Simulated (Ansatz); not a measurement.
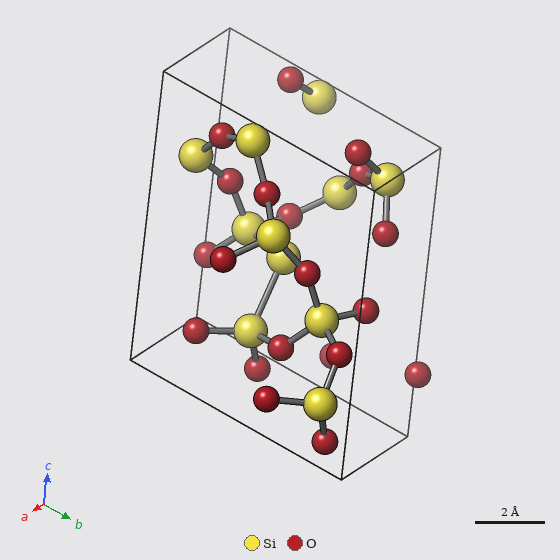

We look at a ball-and-stick model of the crystal slightly off an axis. The wireframe shows the supercell. The host is SiO₂, in a cell of 24 sites, and the cell is neutral.

### How does this supercell depart from the perfect host?

Silicon on an oxygen site (an antisite). It is bonded to two Si in a bent arrangement at about 2.3 to 2.4 Å.

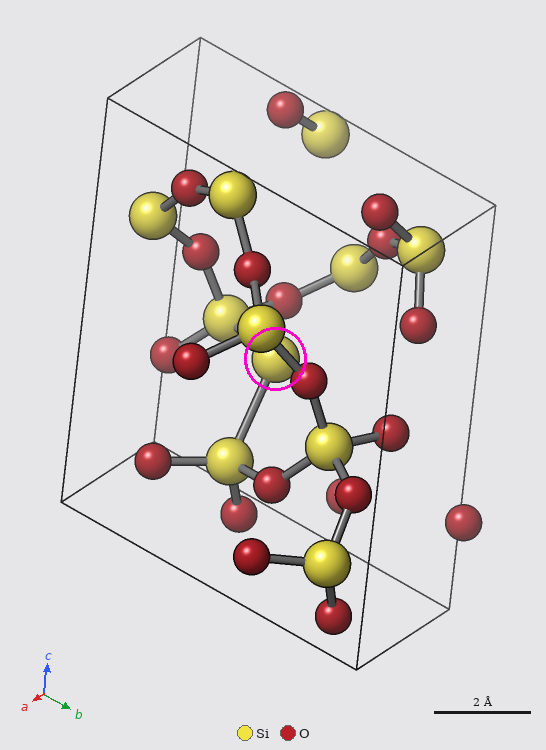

The same cell with a ring at the defect's site.

The atoms were relaxed in the host's cell with DFT PBE, scalar-relativistic, plane waves, PAW (Ansatz).
